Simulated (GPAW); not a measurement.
# Screening of a field by Cr2CO2 MXene monolayer

Aim: the dipole that a field along the normal induces in Cr2CO2 MXene monolayer.

Main program and level: GPAW 26.7.0; GPAW, PAW setups; layer in a repeated cell with vacuum, relaxation of atoms and in-plane cell, in the first sound run; inputs show where later runs differ.

### 1. The structure

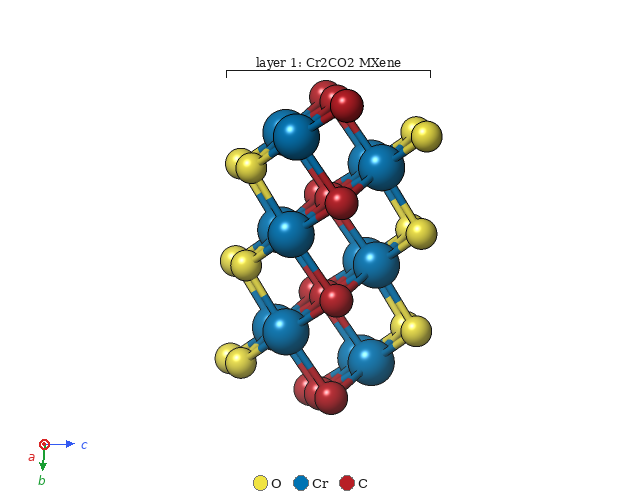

Start, viewed from the side, with the c axis across the page; oxygen yellow, chromium blue, carbon red. 2×3×1 cells are drawn. Some periodic images of atoms are drawn too.

The cell holds 5 atoms: 2 O, 2 Cr and 1 C. Cell: a = 2.836 Å, b = 2.836 Å, c = 18.209 Å, α = 90.0°, β = 90.0°, γ = 120.0°. Vacuum lies along c.

### 2. Relaxing the atoms

The atoms are relaxed first, since the surface dipole, and with it the work function, follows the positions of the outer layers.

run.py

```python
import json
import numpy as np
from ase import Atoms
from ase.filters import FrechetCellFilter
from ase.optimize import BFGS
from gpaw import GPAW, PW

slab = Atoms(
    ['O', 'Cr', 'C', 'Cr', 'O'],
    positions=[
        [-0.00000, 1.63735, 7.00000],
        [1.41799, 0.81868, 7.98539],
        [0.00000, 0.00000, 9.10439],
        [-0.00000, 1.63735, 10.22339],
        [1.41799, 0.81868, 11.20879]],
    cell=[[2.83598, 0.0, 0.0], [-1.41799, 2.45603, 0.0], [0.0, 0.0, 18.2088]],
    pbc=[True, True, True],
    magmoms=[0.0, 2.0, 0.0, 2.0, 0.0])

slab.calc = GPAW(mode=PW(600), xc='PBE', kpts={'size': (12, 12, 1), 'gamma': True},
                 occupations={'name': 'fermi-dirac', 'width': 0.05}, nbands='160%',
                 convergence={'density': 1e-05}, maxiter=200,
                 symmetry={'tolerance': 1e-3}, txt='slab.txt')
result = {}
# The in-plane cell is free; stress needs a cell that repeats along all three vectors
path = []
opt = BFGS(FrechetCellFilter(slab, mask=[1, 1, 0, 0, 0, 1]), maxstep=0.2)
opt.attach(lambda: path.append((slab.get_potential_energy(), slab.positions.tolist(), slab.get_forces().tolist())))
result['relaxed'] = bool(opt.run(fmax=0.02, steps=45))
result['path'] = path
result['cell'] = slab.cell.tolist()
print('in-plane lattice', slab.cell.cellpar().round(4)[[0, 1, 5]])
energy = slab.get_potential_energy()
fermi = slab.calc.get_fermi_level()
v = slab.calc.get_electrostatic_potential().mean((0, 1)) - fermi
n = slab.calc.get_pseudo_density().mean((0, 1))
L = slab.cell[2, 2]
z = np.arange(len(v)) * L / len(v)
low, high = slab.positions[:, 2].min(), slab.positions[:, 2].max()
below, above = np.interp([low - 4.8, high + 4.8], z, v)
slopes = [np.interp(x, z, np.gradient(v, z)) for x in (low - 4.8, high + 4.8)]
eps = np.array([[slab.calc.get_eigenvalues(k, s) for k in range(len(slab.calc.get_ibz_k_points()))]
                for s in range(slab.calc.get_number_of_spins())]) - fermi
top, bottom = eps[eps < 0].max(), eps[eps > 0].min()
dipole = slab.get_dipole_moment()[2]
print(f'energy {energy:.4f} eV, Fermi level {fermi:.4f} eV, dipole {dipole:.5f} e A')
print(f'potential 4.8 A off the faces, from the Fermi level: lower {below:.4f} eV, upper {above:.4f} eV')
print(f'slope of the potential there: lower {slopes[0]:.5f}, upper {slopes[1]:.5f} eV/A')
print(f'nearest levels on the mesh: {top:.4f} and {bottom:.4f} eV')
print('magnetic moment', round(slab.get_magnetic_moment(), 3))
result.update(energy=energy, fermi=fermi, dipole=dipole, below=below, above=above, slopes=slopes, edges=[top, bottom],
              z=z.tolist(), v=v.tolist(), n=n.tolist(), positions=slab.positions.tolist(),
              forces=slab.get_forces(apply_constraint=False).tolist(), moments=slab.get_magnetic_moments().tolist())
json.dump(result, open('result.json', 'w'))
```

The run is started by

```console
$ OMP_NUM_THREADS=1 OPENBLAS_NUM_THREADS=1 python run.py
```

Log:

```text
Step          Energy          fmax
BFGS:    0      -42.052421        1.231564
BFGS:    1      -42.136165        0.978626
BFGS:    2      -42.459445        0.715628
BFGS:    3      -42.481176        0.462236
BFGS:    4      -42.497411        0.062545
BFGS:    5      -42.496817        0.033061
BFGS:    6      -42.496372        0.025820
BFGS:    7      -42.495580        0.019787
in-plane lattice [  2.8856   2.8856 120.    ]
energy -42.4848 eV, Fermi level -1.1081 eV, dipole 0.00002 e A
potential 4.8 A off the faces, from the Fermi level: lower 6.4323 eV, upper 6.4334 eV
slope of the potential there: lower -0.00064, upper 0.00010 eV/A
nearest levels on the mesh: -0.0233 and 0.0048 eV
magnetic moment 3.992
```

Elapsed: 10 min, on 1 thread of Intel Xeon Platinum 8375C at 2.90GHz (Ice Lake), shared host; peak memory 0.41 GiB.

Numbers from this step:

- dipole along the normal: 1.72e-5 e·Å
- levels nearest the Fermi level on the mesh: -0.02330, 0.004810 eV from the Fermi level
- site moments: -0.01881, 2.043, -0.1299, 2.043, -0.01881 μB
- sum of the site moments: 3.918 μB

The electrostatic potential energy of an electron (without an applied field's), less the Fermi level, planar mean oscillates, so the rows of the table below give means over windows of 1.39 Å about each position, cut where the curve ends. Its maxima inside the range that stand out by 2 % of the span (Å: eV): 7.2: -10.8, 8.6: -5.89, 9.6: -5.89, 11.0: -10.8. Its minima: 6.9: -13.1, 7.8: -18.7, 9.1: -12.8, 10.4: -18.7, 11.3: -13.1.

Table of electrostatic potential energy of an electron (without an applied field's), less the Fermi level, planar mean by z; means over each step:

| z (Å) | electrostatic potential energy of an electron (without an applied field's), less the Fermi level, planar mean (eV) |
| --- | --- |
| 0.69 | 6.43 |
| 2.08 | 6.43 |
| 3.48 | 6.43 |
| 4.87 | 6.39 |
| 6.26 | 0.191 |
| 7.65 | -14.0 |
| 9.04 | -8.42 |
| 10.43 | -13.5 |
| 11.82 | -1.66 |
| 13.21 | 6.36 |
| 14.60 | 6.43 |
| 15.99 | 6.43 |
| 17.38 | 6.43 |

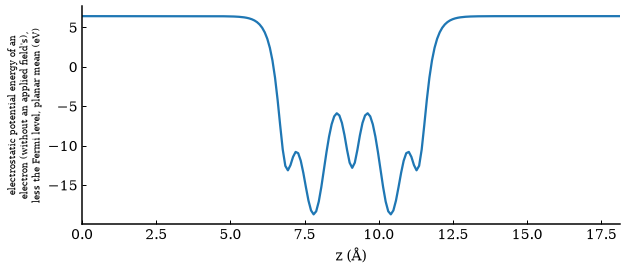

Electrostatic potential energy of an electron (without an applied field's), less the Fermi level, planar mean against z.

The pseudo valence density, planar mean oscillates, so the rows of the table below give means over windows of 2 Å about each position, cut where the curve ends. Its maxima inside the range that stand out by 2 % of the span (Å: e/Å³): 6.9: 1.06, 9.0: 0.558, 11.3: 1.06. Its minima: 8.3: 0.479, 9.9: 0.479.

Pseudo valence density, planar mean against z; means over each step:

| z (Å) | pseudo valence density, planar mean (e/Å³) |
| --- | --- |
| 2 | 0 |
| 4 | 2.9e-4 |
| 6 | 0.309 |
| 8 | 0.632 |
| 10 | 0.593 |
| 12 | 0.406 |
| 14 | 6.2e-4 |
| 16 | 0 |

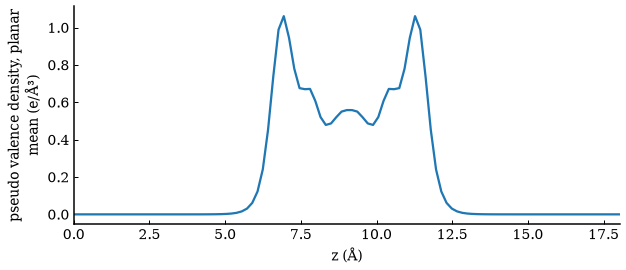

Pseudo valence density, planar mean against z.

Site moment by atom:

| atom | site moment (μB) |
| --- | --- |
| O1 | -0.02 |
| Cr2 | 2.04 |
| C3 | -0.13 |
| Cr4 | 2.04 |
| O5 | -0.02 |

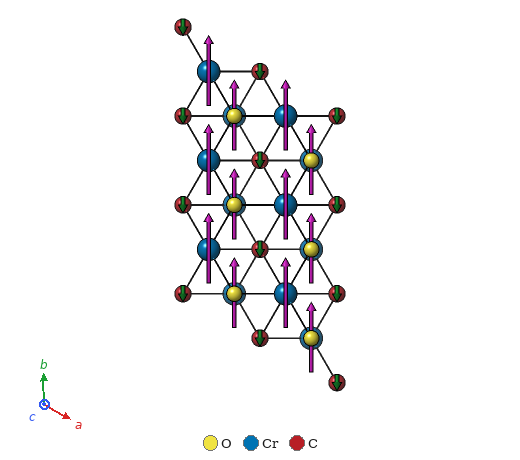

Site moment as arrows, the longest 2.04 μB. Up and down stand for the sign. Arrows give size and sign along the axis of quantisation, drawn up and down the page. Each arrow also spans its atom, so small moments look longer than they are. The two directions have two colours. 2×3×1 cells are drawn. Some periodic images of atoms are drawn too.

The relaxation lowered the energy of the cell by 0.445 eV (energies extrapolated to zero smearing; the optimiser's log prints free energies). The largest force left on a free atom is 0.020 eV/Å.

### 3. The slab's potential

With the geometry fixed, the planar mean of the potential gives the vacuum level on each side.

This step: GPAW, PAW setups; slab in vacuum (GPAW 26.7.0).

The cell differs from the one that the last finished run ended in (c 18.209 → 18.474 Å).

Edit run.py of step 2 so:

```diff
@@ -3,4 +3,2 @@
 from ase import Atoms
-from ase.filters import FrechetCellFilter
-from ase.optimize import BFGS
 from gpaw import GPAW, PW
@@ -10,24 +8,17 @@
     positions=[
-        [-0.00000, 1.63735, 7.00000],
-        [1.41799, 0.81868, 7.98539],
-        [0.00000, 0.00000, 9.10439],
-        [-0.00000, 1.63735, 10.22339],
-        [1.41799, 0.81868, 11.20879]],
-    cell=[[2.83598, 0.0, 0.0], [-1.41799, 2.45603, 0.0], [0.0, 0.0, 18.2088]],
-    pbc=[True, True, True],
+        [-0.00000, 1.66600, 7.00000],
+        [1.44280, 0.83301, 7.94698],
+        [-0.00000, 0.00000, 9.23723],
+        [-0.00000, 1.66600, 10.52748],
+        [1.44280, 0.83301, 11.47447]],
+    cell=[[2.88561, -0.0, 0.0], [-1.4428, 2.49901, 0.0], [0.0, 0.0, 18.4745]],
+    pbc=[True, True, False],
     magmoms=[0.0, 2.0, 0.0, 2.0, 0.0])
 
-slab.calc = GPAW(mode=PW(600), xc='PBE', kpts={'size': (12, 12, 1), 'gamma': True},
+slab.calc = GPAW(mode=PW(500), xc='PBE', kpts={'size': (12, 12, 1), 'gamma': True},
                  occupations={'name': 'fermi-dirac', 'width': 0.05}, nbands='160%',
                  convergence={'density': 1e-05}, maxiter=200,
+                 poissonsolver={'dipolelayer': 'xy'},
                  symmetry={'tolerance': 1e-3}, txt='slab.txt')
 result = {}
-# The in-plane cell is free; stress needs a cell that repeats along all three vectors
-path = []
-opt = BFGS(FrechetCellFilter(slab, mask=[1, 1, 0, 0, 0, 1]), maxstep=0.2)
-opt.attach(lambda: path.append((slab.get_potential_energy(), slab.positions.tolist(), slab.get_forces().tolist())))
-result['relaxed'] = bool(opt.run(fmax=0.02, steps=45))
-result['path'] = path
-result['cell'] = slab.cell.tolist()
-print('in-plane lattice', slab.cell.cellpar().round(4)[[0, 1, 5]])
 energy = slab.get_potential_energy()
```

Log:

```text
energy -41.7870 eV, Fermi level -1.1745 eV, dipole -0.00019 e A
potential 4.8 A off the faces, from the Fermi level: lower 6.4182 eV, upper 6.4294 eV
slope of the potential there: lower -0.00023, upper 0.00023 eV/A
nearest levels on the mesh: -0.0207 and 0.0041 eV
magnetic moment 3.991
```

Run time: 46 s. Hardware: 1 thread; peak memory 0.25 GiB.

This step gave:

```
dipole along the normal                    : -1.91e-4 e·Å
levels nearest the Fermi level on the mesh : -0.02071, 0.004098 eV from the Fermi level
upper work function                        : 6.429 eV
lower work function                        : 6.418 eV
site moments                               : -0.01907, 2.042, -0.1300, 2.042, -0.01907 μB
sum of the site moments                    : 3.915 μB
```

The electrostatic potential energy of an electron (without an applied field's), less the Fermi level, planar mean oscillates, so the rows of the table below give means over windows of 1.44 Å about each position, cut where the curve ends. Its maxima inside the range that stand out by 2 % of the span (Å: eV): 7.3: -10.9, 8.8: -5.93, 9.7: -5.93, 11.2: -10.9. Its minima: 7.0: -13.1, 8.0: -18.6, 9.2: -12.8, 10.5: -18.6, 11.5: -13.0.

Electrostatic potential energy of an electron (without an applied field's), less the Fermi level, planar mean against z; means over each step:

| z (Å) | electrostatic potential energy of an electron (without an applied field's), less the Fermi level, planar mean (eV) |
| --- | --- |
| 0.72 | 6.42 |
| 2.16 | 6.42 |
| 3.60 | 6.42 |
| 5.04 | 6.36 |
| 6.48 | -1.14 |
| 7.92 | -13.4 |
| 9.36 | -8.52 |
| 10.80 | -14.2 |
| 12.24 | 2.07 |
| 13.68 | 6.40 |
| 15.12 | 6.43 |
| 16.56 | 6.43 |
| 18.00 | 6.43 |

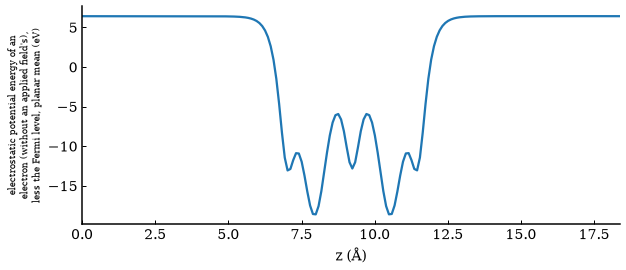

Electrostatic potential energy of an electron (without an applied field's), less the Fermi level, planar mean against z.

The pseudo valence density, planar mean oscillates, so the rows of the table below give means over windows of 1 Å about each position, cut where the curve ends. Its maxima inside the range that stand out by 2 % of the span (Å: e/Å³): 7.1: 1.04, 9.2: 0.558, 11.4: 1.04. Its minima: 8.5: 0.478, 10.0: 0.478.

Table of pseudo valence density, planar mean by z; means over each step:

| z (Å) | pseudo valence density, planar mean (e/Å³) |
| --- | --- |
| 4 | 6.3e-5 |
| 5 | 0.00230 |
| 6 | 0.105 |
| 7 | 0.833 |
| 8 | 0.613 |
| 9 | 0.533 |
| 10 | 0.535 |
| 11 | 0.804 |
| 12 | 0.443 |
| 13 | 0.0133 |
| 14 | 3.2e-4 |
| 15 | 1.1e-5 |

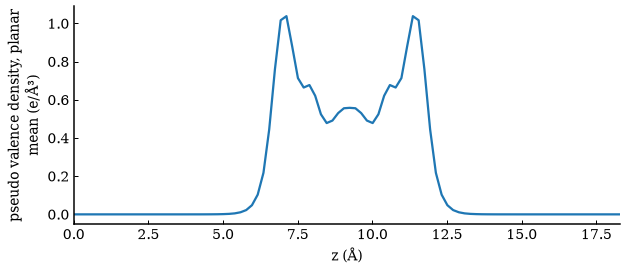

Pseudo valence density, planar mean against z.

Force by atom:

| atom | x (eV/Å) | y (eV/Å) | z (eV/Å) | size |
| --- | --- | --- | --- | --- |
| O1 | 0.000 | 0.000 | -0.103 | 0.103 |
| Cr2 | 0.000 | 0.000 | 0.007 | 0.007 |
| C3 | 0.000 | 0.000 | 0.000 | 0.000 |
| Cr4 | 0.000 | 0.000 | -0.007 | 0.007 |
| O5 | 0.000 | 0.000 | 0.103 | 0.103 |

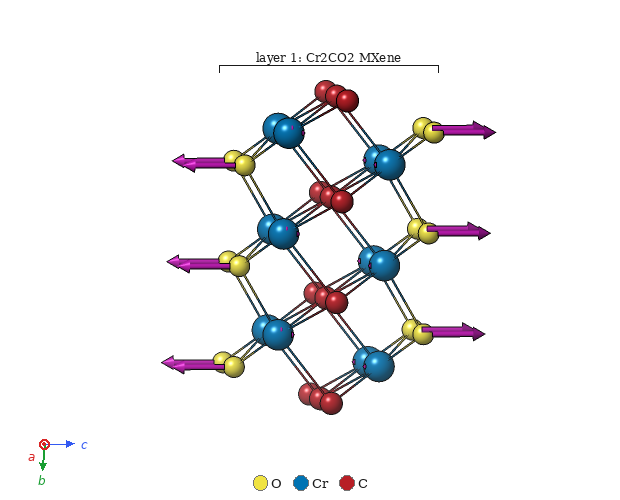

Force as arrows, the longest 0.103 eV/Å. 2×3×1 cells are drawn. Some periodic images of atoms are drawn too.

The potential is flat to 2.3e-4 eV/Å where it is read, so the vacuum is wide enough.

### 4. In a field

A uniform field along the normal polarises the slab; the atoms stay fixed, so this is the electronic response alone.

Edit run.py of step 3 so:

```diff
@@ -4,2 +4,3 @@
 from gpaw import GPAW, PW
+from gpaw.external import ConstantElectricField
 
@@ -21,2 +22,3 @@
                  poissonsolver={'dipolelayer': 'xy'},
+                 external=ConstantElectricField(-0.2, [0, 0, 1]),
                  symmetry={'tolerance': 1e-3}, txt='slab.txt')
```

Log:

```text
energy -41.7905 eV, Fermi level -1.1751 eV, dipole -0.04426 e A
potential 4.8 A off the faces, from the Fermi level: lower 5.8694 eV, upper 6.9801 eV
slope of the potential there: lower -0.00021, upper 0.00022 eV/A
nearest levels on the mesh: -0.0203 and 0.0038 eV
magnetic moment 3.991
```

It took 5.5 min on 1 thread; peak memory 0.49 GiB.

This step gave:

```yaml
dipole_along_the_normal: -0.04426 e·Å
levels_nearest_the_fermi_level_on_the_mesh: -0.02033, 0.003784 eV from the Fermi level
site_moments: -0.01944, 2.038, -0.1300, 2.046, -0.01870 μB
potential_below_the_slab_the_applied_field_s_own_ramp_left_out: 5.869 eV from the Fermi level
potential_above_the_slab_the_applied_field_s_own_ramp_left_out: 6.980 eV from the Fermi level
```

The electrostatic potential energy of an electron (without an applied field's), less the Fermi level, planar mean oscillates, so the rows of the table below give means over windows of 1.44 Å about each position, cut where the curve ends. Its maxima inside the range that stand out by 2 % of the span (Å: eV): 7.3: -11.2, 8.8: -6.02, 9.7: -5.83, 11.2: -10.5. Its minima: 7.0: -13.5, 8.0: -18.8, 9.2: -12.8, 10.5: -18.4, 11.5: -12.6.

The electrostatic potential energy of an electron (without an applied field's), less the Fermi level, planar mean by z; means over each step:

| z (Å) | electrostatic potential energy of an electron (without an applied field's), less the Fermi level, planar mean (eV) |
| --- | --- |
| 0.72 | 5.94 |
| 2.16 | 5.87 |
| 3.60 | 5.87 |
| 5.04 | 5.82 |
| 6.48 | -1.63 |
| 7.92 | -13.6 |
| 9.36 | -8.50 |
| 10.80 | -13.9 |
| 12.24 | 2.57 |
| 13.68 | 6.95 |
| 15.12 | 6.98 |
| 16.56 | 6.98 |
| 18.00 | 6.93 |

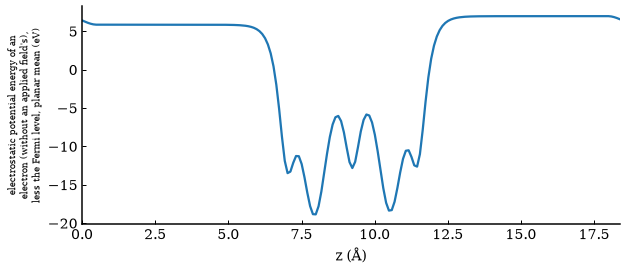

Electrostatic potential energy of an electron (without an applied field's), less the Fermi level, planar mean, plotted against z.

Force by atom:

| atom | x (eV/Å) | y (eV/Å) | z (eV/Å) | size |
| --- | --- | --- | --- | --- |
| O1 | 0.000 | -0.001 | -0.061 | 0.061 |
| Cr2 | 0.000 | 0.000 | -0.039 | 0.039 |
| C3 | 0.000 | 0.000 | 0.006 | 0.006 |
| Cr4 | 0.000 | 0.000 | -0.051 | 0.051 |
| O5 | 0.000 | 0.001 | 0.147 | 0.147 |

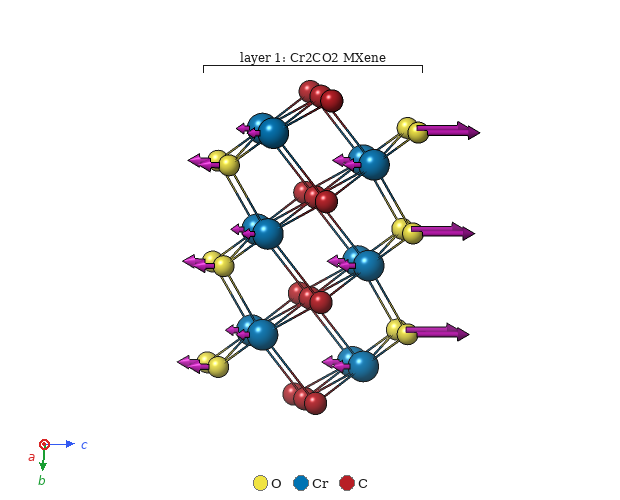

Force as arrows, the longest 0.147 eV/Å. 2×3×1 cells are drawn. Some periodic images of atoms are drawn too.

The dipole is now -0.0443 e Å, against -1.9e-4 in the run without a field.

### 5. In a field

Edit run.py of step 4 so:

```diff
@@ -22,3 +22,3 @@
                  poissonsolver={'dipolelayer': 'xy'},
-                 external=ConstantElectricField(-0.2, [0, 0, 1]),
+                 external=ConstantElectricField(-0.1, [0, 0, 1]),
                  symmetry={'tolerance': 1e-3}, txt='slab.txt')
```

Log:

```text
energy -41.7872 eV, Fermi level -1.1745 eV, dipole -0.02214 e A
potential 4.8 A off the faces, from the Fermi level: lower 6.1461 eV, upper 6.7016 eV
slope of the potential there: lower -0.00021, upper 0.00021 eV/A
nearest levels on the mesh: -0.0203 and 0.0038 eV
magnetic moment 3.991
```

It took 5.1 min on 1 thread; peak memory 0.49 GiB.

This step gave:

```
dipole along the normal                                         : -0.02214 e·Å
levels nearest the Fermi level on the mesh                      : -0.02032, 0.003780 eV from the Fermi level
site moments                                                    : -0.01926, 2.040, -0.1300, 2.044, -0.01888 μB
potential below the slab, the applied field's own ramp left out : 6.146 eV from the Fermi level
potential above the slab, the applied field's own ramp left out : 6.702 eV from the Fermi level
```

The electrostatic potential energy of an electron (without an applied field's), less the Fermi level, planar mean oscillates, so the rows of the table below give means over windows of 1.44 Å about each position, cut where the curve ends. Its maxima inside the range that stand out by 2 % of the span (Å: eV): 7.3: -11.1, 8.8: -5.97, 9.7: -5.88, 11.2: -10.7. Its minima: 7.0: -13.3, 8.0: -18.7, 9.2: -12.8, 10.5: -18.5, 11.5: -12.8.

The electrostatic potential energy of an electron (without an applied field's), less the Fermi level, planar mean by z; means over each step:

| z (Å) | electrostatic potential energy of an electron (without an applied field's), less the Fermi level, planar mean (eV) |
| --- | --- |
| 0.72 | 6.18 |
| 2.16 | 6.15 |
| 3.60 | 6.14 |
| 5.04 | 6.09 |
| 6.48 | -1.38 |
| 7.92 | -13.5 |
| 9.36 | -8.51 |
| 10.80 | -14.0 |
| 12.24 | 2.32 |
| 13.68 | 6.68 |
| 15.12 | 6.70 |
| 16.56 | 6.70 |
| 18.00 | 6.68 |

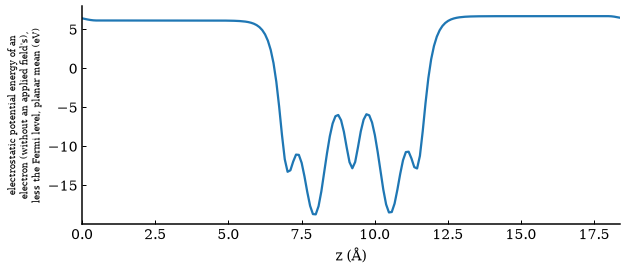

Electrostatic potential energy of an electron (without an applied field's), less the Fermi level, planar mean, plotted against z.

Force by atom:

| atom | x (eV/Å) | y (eV/Å) | z (eV/Å) | size |
| --- | --- | --- | --- | --- |
| O1 | 0.000 | -0.001 | -0.082 | 0.082 |
| Cr2 | 0.000 | 0.000 | -0.016 | 0.016 |
| C3 | 0.000 | 0.000 | 0.003 | 0.003 |
| Cr4 | 0.000 | 0.000 | -0.029 | 0.029 |
| O5 | 0.000 | 0.001 | 0.125 | 0.125 |

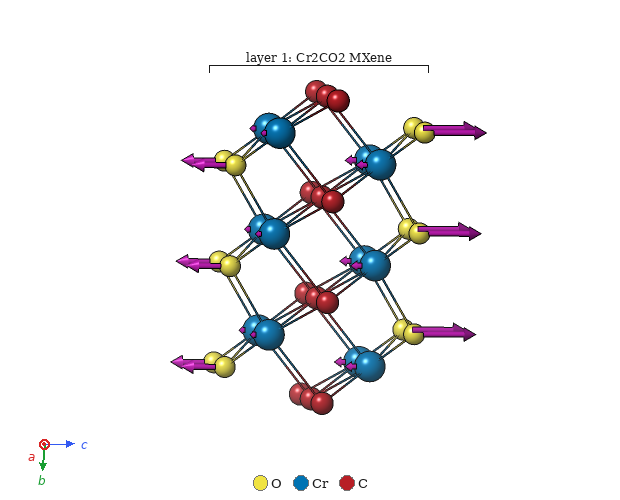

Force as arrows, the longest 0.125 eV/Å. 2×3×1 cells are drawn. Some periodic images of atoms are drawn too.

The dipole is now -0.0221 e Å, against -1.9e-4 in the run without a field.

(Part 1 of 2 ends here.)

[Logs are printed without paths, hosts, clocks, repeated set-up lines and the standing remarks that a program may print on its own settings, such as how far it seeks lower states.]

[Hosts, paths, dates, database ids (printed as entryN), source tags and the programs' standing remarks are cut or masked in the printed files.]
